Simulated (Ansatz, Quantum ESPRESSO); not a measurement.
# Screening and band shifts of 1T-IrSTe, 1 layer, part 4 of 6

How does 1T-IrSTe, 1 layer respond to a gate-like field without added charge?

Quantum ESPRESSO 7.5; plane-wave DFT, PBE, GBRV ultrasoft pseudopotentials; geometry and cross-check by Ansatz 0.2.0 with PAW datasets.

So far. Step 6 (Self-consistent run: field 0.1 V/Å): The dipole goes from -0.0472 to -0.0148 e Å, 0.3237 e Å per V/Å. Step 7 (Electrostatic potential): The slope in the vacuum is 0.100 eV/Å for an applied 0.10 V/Å, as it should be.

## Step 8: Self-consistent run: field 0.2 V/Å

The input, f2.in:

```
&control
  prefix = 'f2'
  outdir = './out'
  pseudo_dir = './pseudo'
  calculation = 'scf'
  tprnfor = .true.
  tefield = .true.
  dipfield = .true.
/
&system
  ibrav = 0
  nat = 3
  ntyp = 3
  ecutwfc = 40
  ecutrho = 200
  occupations = 'smearing'
  smearing = 'fd'
  degauss = 0.004
  edir = 3
  emaxpos = 0.97
  eopreg = 0.04
  eamp = 0.00388938
/
&electrons
  conv_thr = 1e-09
  mixing_beta = 0.4
  electron_maxstep = 120
  mixing_mode = 'plain'
  startingpot = 'file'
/
ATOMIC_SPECIES
  Te  127.6000  te_pbe_v1.uspp.F.UPF
  Ir  192.2170  ir_pbe_v1.2.uspp.F.UPF
  S   32.0600  s_pbe_v1.4.uspp.F.UPF
CELL_PARAMETERS angstrom
  3.58149410994492 0.00000000000000 -0.00000000000000
  -1.79074705497246 3.10166488271664 0.00000000000000
  -0.00000000000000 0.00000000000000 19.78160864870000
ATOMIC_POSITIONS crystal
  Te  0.666666666667 0.333333333333 0.425509723334
  Ir  0.000000000000 0.000000000000 0.517032945982
  S   0.333333333333 0.666666666667 0.572474588283
K_POINTS automatic
  12 12 1 0 0 0
```

Launch:

```
$ cp -r out/f0.save out/f2.save
$ OMP_NUM_THREADS=1 mpirun -n 4 pw.x -nk 4 -in f2.in > f2.out
```

What it wrote:

```text
[banner, memory and clock lines left out]
Program PWSCF v.7.5 starts
[...]
number of electrons       =        27.00
     number of Kohn-Sham states=           18
     kinetic-energy cutoff     =      40.0000  Ry
     charge density cutoff     =     200.0000  Ry
[...]
number of k points=    74  Fermi-Dirac smearing, width (Ry)=  0.0040
[...]
Dense  grid:    70921 G-vectors     FFT dimensions: (  32,  32, 180)
[...]
The initial density is read from file :
[...]
negative rho (up, down):  3.188E-01 0.000E+00
[...]
Starting wfcs are   20 randomized atomic wfcs
[...]
negative rho (up, down):  3.182E-01 0.000E+00
[...]
estimated scf accuracy    <       0.06392472 Ry
[...]
negative rho (up, down):  3.191E-01 0.000E+00
[...]
estimated scf accuracy    <       1.14856606 Ry
[...]
negative rho (up, down):  3.188E-01 0.000E+00
[...]
estimated scf accuracy    <       0.00150881 Ry
[...]
negative rho (up, down):  3.188E-01 0.000E+00
[...]
estimated scf accuracy    <       0.00003132 Ry
[...]
negative rho (up, down):  3.187E-01 0.000E+00
[...]
estimated scf accuracy    <       0.00000289 Ry
[...]
negative rho (up, down):  3.187E-01 0.000E+00
[...]
estimated scf accuracy    <       0.00000068 Ry
[...]
negative rho (up, down):  3.187E-01 0.000E+00
[...]
estimated scf accuracy    <       0.00000004 Ry
[...]
negative rho (up, down):  3.187E-01 0.000E+00
[...]
estimated scf accuracy    <          8.0E-09 Ry
[...]
negative rho (up, down):  3.187E-01 0.000E+00
[...]
estimated scf accuracy    <          1.0E-09 Ry
[...]
negative rho (up, down):  3.187E-01 0.000E+00
[...]
Computed dipole along edir(3) :
        Dipole                0.0331 Ry au,          0.0842 Debye
        Dipole field          0.0003 Ry au,
        E field amplitude [Ha a.u.]:  3.8894E-03
        Potential amp.        0.2590 Ry
        Total length         35.8865 bohr
[...]
the Fermi energy is    -0.2849 ev
!    total energy              =    -232.40520708 Ry
     estimated scf accuracy    <          1.1E-10 Ry
     smearing contrib. (-TS)   =      -0.00106933 Ry
     internal energy E=F+TS    =    -232.40413774 Ry
[...]
one-electron contribution =    -979.80527907 Ry
     hartree contribution      =     493.30558167 Ry
     xc contribution           =     -73.27540789 Ry
     ewald contribution        =     327.37121593 Ry
     electric field correction =      -0.00024839 Ry
     convergence has been achieved in  10 iterations
     negative rho (up, down):  3.187E-01 0.000E+00
[...]
Total force =     0.011064     Total SCF correction =     0.000033
[...]
```

It took 33 s on 4 MPI ranks of AMD EPYC 9R14 (Zen 4), shared host; peak memory 0.6 GiB; 2.2 min of CPU time.

This step gave:

| Property | Result |
| --- | --- |
| free energy | -3162.0339 eV |
| energy at zero smearing | -3162.0267 eV |
| Fermi energy | -0.2849 eV |
| dipole along the normal | 0.01753 e·Å |

The dipole goes from -0.0472 to 0.0175 e Å, 0.3234 e Å per V/Å.

## Step 9: Electrostatic potential

The input, f2.pot.in:

```
&inputpp
  prefix = 'f2'
  outdir = './out'
  filplot = 'f2.pot.dat'
  plot_num = 11
/
```

Launch:

```
$ OMP_NUM_THREADS=1 mpirun -n 4 pp.x -in f2.pot.in > f2.pot.out
```

Run time: 1.8 s. Hardware: 4 MPI ranks; peak memory 0.11 GiB.

This step gave:

| Item | Value |
| --- | --- |
| slope of the potential above | 0.2000 eV/Å |
| upper vacuum line continued to the top atoms, over the Fermi level | 5.033 eV |
| slope of the potential below | 0.1999 eV/Å |
| lower vacuum line continued to the bottom atoms, over the Fermi level | 4.737 eV |

The slope in the vacuum is 0.200 eV/Å for an applied 0.20 V/Å, as it should be.

## Step 10: Band structure: field 0.2 V/Å

The input, f2.bands.in:

```
&control
  prefix = 'f2.bands'
  outdir = './out'
  pseudo_dir = './pseudo'
  calculation = 'bands'
  tefield = .true.
  dipfield = .true.
/
&system
  ibrav = 0
  nat = 3
  ntyp = 3
  ecutwfc = 40
  ecutrho = 200
  occupations = 'smearing'
  smearing = 'fd'
  degauss = 0.004
  edir = 3
  emaxpos = 0.97
  eopreg = 0.04
  eamp = 0.00388938
  nbnd = 19
/
&electrons
  conv_thr = 1e-07
  mixing_beta = 0.4
  electron_maxstep = 120
  mixing_mode = 'local-TF'
/
ATOMIC_SPECIES
  Te  127.6000  te_pbe_v1.uspp.F.UPF
  Ir  192.2170  ir_pbe_v1.2.uspp.F.UPF
  S   32.0600  s_pbe_v1.4.uspp.F.UPF
CELL_PARAMETERS angstrom
  3.58149410994492 0.00000000000000 -0.00000000000000
  -1.79074705497246 3.10166488271664 0.00000000000000
  -0.00000000000000 0.00000000000000 19.78160864870000
ATOMIC_POSITIONS crystal
  Te  0.666666666667 0.333333333333 0.425509723334
  Ir  0.000000000000 0.000000000000 0.517032945982
  S   0.333333333333 0.666666666667 0.572474588283
K_POINTS crystal_b
4
  0.0000000000 0.0000000000 0.0000000000 14
  0.5000000000 0.0000000000 0.0000000000 14
  0.3333333333 0.3333333333 0.0000000000 14
  0.0000000000 0.0000000000 0.0000000000 1
```

Launch:

```
$ cp -r out/f2.save out/f2.bands.save
$ cp out/f2.xml out/f2.bands.xml
$ OMP_NUM_THREADS=1 mpirun -n 4 pw.x -nk 4 -in f2.bands.in > f2.bands.out
```

What it wrote:

```text
[banner, memory and clock lines left out]
Program PWSCF v.7.5 starts
[citation notice left out]

[...]
bravais-lattice index     =            0
     lattice parameter (alat)  =       6.7680  a.u.
     unit-cell volume          =    1482.9186 (a.u.)^3
     number of atoms/cell      =            3
     number of atomic types    =            3
     number of electrons       =        27.00
     number of Kohn-Sham states=           19
     kinetic-energy cutoff     =      40.0000  Ry
     charge density cutoff     =     200.0000  Ry
     Exchange-correlation=  SLA  PW   PBX  PBC
                           (   1   4   3   4   0   0   0)

[...]
PseudoPot. # 1 for Te read from file:
     ./pseudo/te_pbe_v1.uspp.F.UPF
     Pseudo is Ultrasoft + core correction, Zval =  6.0
     Generated by new atomic code, or converted to UPF format
     Using radial grid of  891 points,  5 beta functions with:
                l(1) =   0
                l(2) =   0
                l(3) =   1
                l(4) =   1
                l(5) =   2
     Q(r) pseudized with  6 coefficients,  rinner =    1.800   1.800   1.800
                                                       1.800   1.800

     PseudoPot. # 2 for Ir read from file:
     ./pseudo/ir_pbe_v1.2.uspp.F.UPF
     Pseudo is Ultrasoft + core correction, Zval = 15.0
     Generated by new atomic code, or converted to UPF format
     Using radial grid of  983 points,  7 beta functions with:
                l(1) =   0
                l(2) =   0
                l(3) =   1
                l(4) =   1
                l(5) =   1
                l(6) =   2
                l(7) =   2
     Q(r) pseudized with  8 coefficients,  rinner =    1.400   1.400   1.400
                                                       1.400   1.400

     PseudoPot. # 3 for S  read from file:
     ./pseudo/s_pbe_v1.4.uspp.F.UPF
     Pseudo is Ultrasoft + core correction, Zval =  6.0
     Generated by new atomic code, or converted to UPF format
     Using radial grid of  907 points,  6 beta functions with:
                l(1) =   0
                l(2) =   0
                l(3) =   1
                l(4) =   1
                l(5) =   2
                l(6) =   2
     Q(r) pseudized with  8 coefficients,  rinner =    1.300   1.300   1.300
                                                       1.300   1.300

     atomic species   valence    mass     pseudopotential
     Te                6.00   127.60000     Te( 1.00)
     Ir               15.00   192.21700     Ir( 1.00)
     S                 6.00    32.06000     S ( 1.00)

     No symmetry found

[...]
number of k points=    43  Fermi-Dirac smearing, width (Ry)=  0.0040
[...]
Dense  grid:    70921 G-vectors     FFT dimensions: (  32,  32, 180)

     Smooth grid:    50737 G-vectors     FFT dimensions: (  27,  27, 160)

     The potential is recalculated from file :
     ./out/f2.bands.save/charge-density

     negative rho (up, down):  3.187E-01 0.000E+00

     Adding external electric field

     Computed dipole along edir(3) :
        Dipole                0.0331 Ry au,          0.0842 Debye
        Dipole field          0.0003 Ry au,

        E field amplitude [Ha a.u.]:  3.8894E-03
        Potential amp.        0.2590 Ry
        Total length         35.8865 bohr

     Starting wfcs are   20 randomized atomic wfcs

     Band Structure Calculation
     Davidson diagonalization with overlap

     ethr =  3.70E-10,  avg # of iterations = 51.5

     End of band structure calculation

          k = 0.0000 0.0000 0.0000 (  6291 PWs)   bands (ev):

   -49.3555 -49.3555 -49.3382 -14.7782 -12.6516  -6.1097  -5.7204  -5.7204
    -3.1155  -2.7972  -2.7972  -0.5336   0.0762   0.0762   2.8703   2.8703
     2.8850   3.7236   4.5894

          k = 0.0357 0.0206 0.0000 (  6309 PWs)   bands (ev):

   -49.3559 -49.3556 -49.3382 -14.7645 -12.6436  -6.1039  -5.7277  -5.7116
    -3.0954  -2.8160  -2.8097  -0.6280   0.0805   0.1106   2.7327   2.8370
     2.9139   3.7651   4.6451

[...]
```

The job ended after 15 s (4 MPI ranks; peak memory 0.37 GiB).

Band numbers count within the set of bands kept for display. Electronic bands along the path, in eV, zero at the Fermi level; # counts the bands kept:

| point | #6 | #7 | #8 | #9 | #10 | #11 | #12 | #13 |
| --- | --- | --- | --- | --- | --- | --- | --- | --- |
| Γ | -2.51 | -0.25 | 0.36 | 0.36 | 3.16 | 3.16 | 3.17 | 4.01 |
| M | -2.05 | -1.49 | -1.32 | -1.28 | 1.89 | 2.44 | 3.82 | 5.17 |
| K | -3.41 | -1.65 | -1.22 | -0.59 | 0.73 | 2.52 | 4.38 | 6.71 |
| Γ | -2.51 | -0.25 | 0.36 | 0.36 | 3.16 | 3.16 | 3.17 | 4.01 |

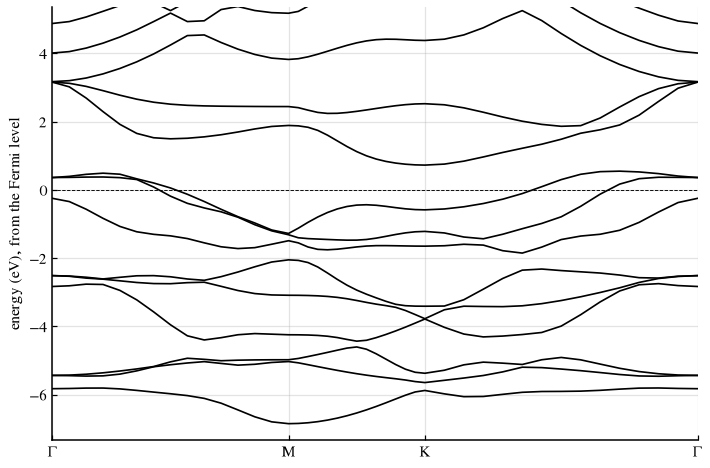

Electronic bands along the path.

Upper empty bands that drop with the field can be states of the vacuum, held by the sawtooth; they depend on the cell's width.

## Step 11: Ground state: field 0.3 V/Å

f3.in is the input of step 8 with these lines changed:

```diff
@@ -1,3 +1,3 @@
 &control
-  prefix = 'f2'
+  prefix = 'f3'
   outdir = './out'
@@ -21,3 +21,3 @@
   eopreg = 0.04
-  eamp = 0.00388938
+  eamp = 0.00583407
 /
```

Launch:

```
$ cp -r out/f0.save out/f3.save
$ OMP_NUM_THREADS=1 mpirun -n 4 pw.x -nk 4 -in f3.in > f3.out
```

What it wrote:

```text
[banner, memory and clock lines left out]
Program PWSCF v.7.5 starts
[...]
number of electrons       =        27.00
     number of Kohn-Sham states=           18
     kinetic-energy cutoff     =      40.0000  Ry
     charge density cutoff     =     200.0000  Ry
[...]
number of k points=    74  Fermi-Dirac smearing, width (Ry)=  0.0040
[...]
Dense  grid:    70921 G-vectors     FFT dimensions: (  32,  32, 180)
[...]
The initial density is read from file :
[...]
negative rho (up, down):  3.188E-01 0.000E+00
[...]
Starting wfcs are   20 randomized atomic wfcs
[...]
negative rho (up, down):  3.180E-01 0.000E+00
[...]
estimated scf accuracy    <       0.14702972 Ry
[...]
negative rho (up, down):  3.195E-01 0.000E+00
[...]
estimated scf accuracy    <       2.62543882 Ry
[...]
negative rho (up, down):  3.189E-01 0.000E+00
[...]
estimated scf accuracy    <       0.00474026 Ry
[...]
negative rho (up, down):  3.188E-01 0.000E+00
[...]
estimated scf accuracy    <       0.00016955 Ry
[...]
negative rho (up, down):  3.188E-01 0.000E+00
[...]
estimated scf accuracy    <       0.00001945 Ry
[...]
negative rho (up, down):  3.187E-01 0.000E+00
[...]
estimated scf accuracy    <       0.00000467 Ry
[...]
negative rho (up, down):  3.187E-01 0.000E+00
[...]
estimated scf accuracy    <       0.00000029 Ry
[...]
negative rho (up, down):  3.187E-01 0.000E+00
[...]
estimated scf accuracy    <       0.00000004 Ry
[...]
negative rho (up, down):  3.187E-01 0.000E+00
[...]
estimated scf accuracy    <       0.00000001 Ry
[...]
negative rho (up, down):  3.187E-01 0.000E+00
[...]
Computed dipole along edir(3) :
        Dipole                0.0944 Ry au,          0.2399 Debye
        Dipole field          0.0008 Ry au,
        E field amplitude [Ha a.u.]:  5.8341E-03
        Potential amp.        0.3613 Ry
        Total length         35.8865 bohr
[...]
the Fermi energy is    -0.2889 ev
!    total energy              =    -232.40545512 Ry
     estimated scf accuracy    <          5.2E-10 Ry
     smearing contrib. (-TS)   =      -0.00106959 Ry
     internal energy E=F+TS    =    -232.40438553 Ry
[...]
one-electron contribution =    -979.74094884 Ry
     hartree contribution      =     493.24095616 Ry
     xc contribution           =     -73.27458304 Ry
     ewald contribution        =     327.37121593 Ry
     electric field correction =      -0.00102575 Ry
     convergence has been achieved in  10 iterations
     negative rho (up, down):  3.187E-01 0.000E+00
[...]
Total force =     0.011063     Total SCF correction =     0.000039
[...]
```

Elapsed: 33 s, on 4 MPI ranks; peak memory 0.84 GiB; 2.2 min of CPU time.

Numbers from this step:

```
free energy             : -3162.0373 eV
energy at zero smearing : -3162.0300 eV
Fermi energy            : -0.2889 eV
dipole along the normal : 0.04995 e·Å
```

The dipole goes from -0.0472 to 0.0499 e Å, 0.3237 e Å per V/Å.

## Step 12: Potential by pp.x

The input, f3.pot.in:

```
&inputpp
  prefix = 'f3'
  outdir = './out'
  filplot = 'f3.pot.dat'
  plot_num = 11
/
```

Launch:

```
$ OMP_NUM_THREADS=1 mpirun -n 4 pp.x -in f3.pot.in > f3.pot.out
```

Wall time 1.8 s (4 MPI ranks); peak memory 0.11 GiB; 5.9 s of CPU time.

This step gave:

* slope of the potential above: 0.3000 eV/Å
* upper vacuum line continued to the top atoms, over the Fermi level: 4.939 eV
* slope of the potential below: 0.2999 eV/Å
* lower vacuum line continued to the bottom atoms, over the Fermi level: 4.879 eV

The slope in the vacuum is 0.300 eV/Å for an applied 0.30 V/Å, as it should be.

Each curve counts from the Fermi level of its own run.

The runs together. Table of potential energy by z:

| z (Å) | potential at 0 V/Å (eV) | potential at 0.1 V/Å (eV) | potential at 0.2 V/Å (eV) | potential at 0.3 V/Å (eV) |
| --- | --- | --- | --- | --- |
| 0 | 4.65 | 4.31 | 3.97 | 3.64 |
| 2 | 4.46 | 3.96 | 3.45 | 2.96 |
| 4 | 4.46 | 4.15 | 3.85 | 3.55 |
| 6 | 4.38 | 4.27 | 4.16 | 4.06 |
| 8 | 12.7 | 12.7 | 12.7 | 12.6 |
| 10 | -13.3 | -13.3 | -13.3 | -13.3 |
| 12 | 0.259 | 0.274 | 0.291 | 0.307 |
| 14 | 5.22 | 5.39 | 5.56 | 5.73 |
| 16 | 5.23 | 5.60 | 5.97 | 6.34 |
| 18 | 5.23 | 5.80 | 6.37 | 6.94 |

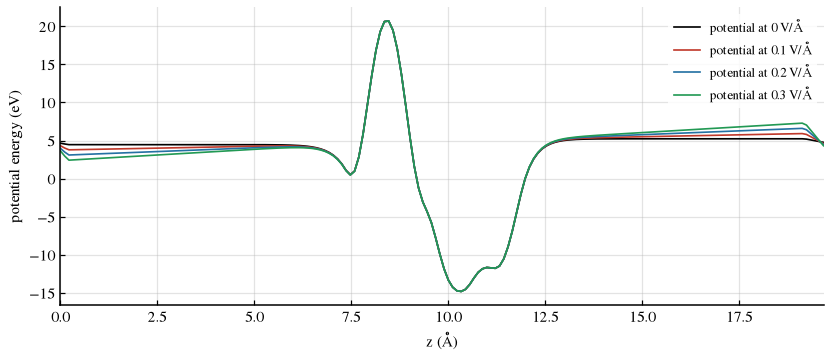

Potential energy, plotted against z.

## Step 13: Band structure: field 0.3 V/Å

f3.bands.in is the input of step 10 with these lines changed:

```diff
@@ -1,3 +1,3 @@
 &control
-  prefix = 'f2.bands'
+  prefix = 'f3.bands'
   outdir = './out'
@@ -20,3 +20,3 @@
   eopreg = 0.04
-  eamp = 0.00388938
+  eamp = 0.00583407
   nbnd = 19
```

Launch:

```
$ cp -r out/f3.save out/f3.bands.save
$ cp out/f3.xml out/f3.bands.xml
$ OMP_NUM_THREADS=1 mpirun -n 4 pw.x -nk 4 -in f3.bands.in > f3.bands.out
```

What it wrote:

```text
[banner, memory and clock lines left out]
Program PWSCF v.7.5 starts
[citation notice left out]

[...]
bravais-lattice index     =            0
     lattice parameter (alat)  =       6.7680  a.u.
     unit-cell volume          =    1482.9186 (a.u.)^3
     number of atoms/cell      =            3
     number of atomic types    =            3
     number of electrons       =        27.00
     number of Kohn-Sham states=           19
     kinetic-energy cutoff     =      40.0000  Ry
     charge density cutoff     =     200.0000  Ry
     Exchange-correlation=  SLA  PW   PBX  PBC
                           (   1   4   3   4   0   0   0)

[...]
PseudoPot. # 1 for Te read from file:
     ./pseudo/te_pbe_v1.uspp.F.UPF
     Pseudo is Ultrasoft + core correction, Zval =  6.0
     Generated by new atomic code, or converted to UPF format
     Using radial grid of  891 points,  5 beta functions with:
                l(1) =   0
                l(2) =   0
                l(3) =   1
                l(4) =   1
                l(5) =   2
     Q(r) pseudized with  6 coefficients,  rinner =    1.800   1.800   1.800
                                                       1.800   1.800

     PseudoPot. # 2 for Ir read from file:
     ./pseudo/ir_pbe_v1.2.uspp.F.UPF
     Pseudo is Ultrasoft + core correction, Zval = 15.0
     Generated by new atomic code, or converted to UPF format
     Using radial grid of  983 points,  7 beta functions with:
                l(1) =   0
                l(2) =   0
                l(3) =   1
                l(4) =   1
                l(5) =   1
                l(6) =   2
                l(7) =   2
     Q(r) pseudized with  8 coefficients,  rinner =    1.400   1.400   1.400
                                                       1.400   1.400

     PseudoPot. # 3 for S  read from file:
     ./pseudo/s_pbe_v1.4.uspp.F.UPF
     Pseudo is Ultrasoft + core correction, Zval =  6.0
     Generated by new atomic code, or converted to UPF format
     Using radial grid of  907 points,  6 beta functions with:
                l(1) =   0
                l(2) =   0
                l(3) =   1
                l(4) =   1
                l(5) =   2
                l(6) =   2
     Q(r) pseudized with  8 coefficients,  rinner =    1.300   1.300   1.300
                                                       1.300   1.300

     atomic species   valence    mass     pseudopotential
     Te                6.00   127.60000     Te( 1.00)
     Ir               15.00   192.21700     Ir( 1.00)
     S                 6.00    32.06000     S ( 1.00)

     No symmetry found

[...]
number of k points=    43  Fermi-Dirac smearing, width (Ry)=  0.0040
[...]
Dense  grid:    70921 G-vectors     FFT dimensions: (  32,  32, 180)

     Smooth grid:    50737 G-vectors     FFT dimensions: (  27,  27, 160)

     The potential is recalculated from file :
     ./out/f3.bands.save/charge-density

     negative rho (up, down):  3.187E-01 0.000E+00

     Adding external electric field

     Computed dipole along edir(3) :
        Dipole                0.0944 Ry au,          0.2399 Debye
        Dipole field          0.0008 Ry au,

        E field amplitude [Ha a.u.]:  5.8341E-03
        Potential amp.        0.3613 Ry
        Total length         35.8865 bohr

     Starting wfcs are   20 randomized atomic wfcs

     Band Structure Calculation
     Davidson diagonalization with overlap

     ethr =  3.70E-10,  avg # of iterations = 52.3

     End of band structure calculation

          k = 0.0000 0.0000 0.0000 (  6291 PWs)   bands (ev):

   -49.3613 -49.3613 -49.3435 -14.7803 -12.6593  -6.1112  -5.7244  -5.7244
    -3.1318  -2.8021  -2.8021  -0.5286   0.0717   0.0717   2.6322   2.8650
     2.8650   3.4637   4.4865

          k = 0.0357 0.0206 0.0000 (  6309 PWs)   bands (ev):

   -49.3617 -49.3614 -49.3434 -14.7666 -12.6514  -6.1057  -5.7313  -5.7156
    -3.1116  -2.8210  -2.8146  -0.6248   0.0761   0.1079   2.6559   2.7288
     2.8317   3.5016   4.5545

[...]
```

Wall time 15 s (4 MPI ranks); peak memory 0.37 GiB.

Band numbers count within the set of bands kept for display. The electronic bands at the labelled points (eV, zero at the Fermi level; # counts the bands kept):

| point | #6 | #7 | #8 | #9 | #10 | #11 | #12 | #13 |
| --- | --- | --- | --- | --- | --- | --- | --- | --- |
| Γ | -2.51 | -0.24 | 0.36 | 0.36 | 2.92 | 3.15 | 3.15 | 3.75 |
| M | -2.05 | -1.49 | -1.31 | -1.28 | 1.88 | 2.44 | 3.81 | 5.17 |
| K | -3.40 | -1.65 | -1.22 | -0.59 | 0.72 | 2.52 | 4.36 | 6.66 |
| Γ | -2.51 | -0.24 | 0.36 | 0.36 | 2.92 | 3.15 | 3.15 | 3.75 |

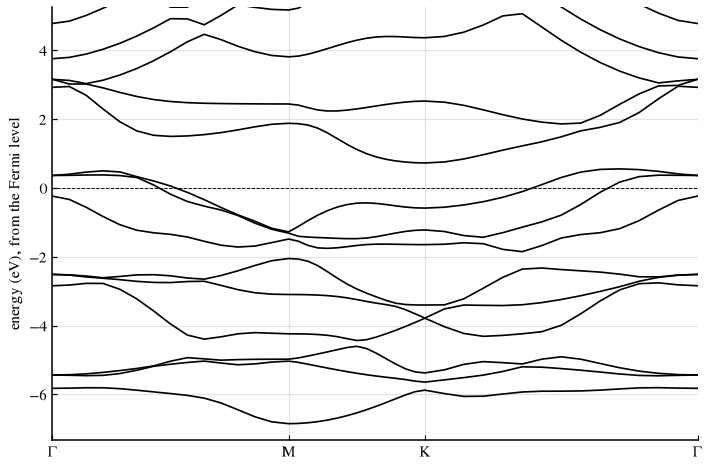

Electronic bands along the path.

Upper empty bands that drop with the field can be states of the vacuum, held by the sawtooth; they depend on the cell's width.

(Part 4 of 6 ends here.)

[Logs are printed without paths, hosts, clocks, repeated set-up lines and the standing remarks that a program may print on its own settings, such as how far it seeks lower states.]

[Hosts, paths, dates, database ids (printed as entryN), source tags and the programs' standing remarks are cut or masked in the printed files.]

[Maps of the electrostatic potential energy from Ansatz leave out the sawtooth potential of an applied field or a dipole correction, so their vacuum need not be flat; planar profiles and work functions include it.]
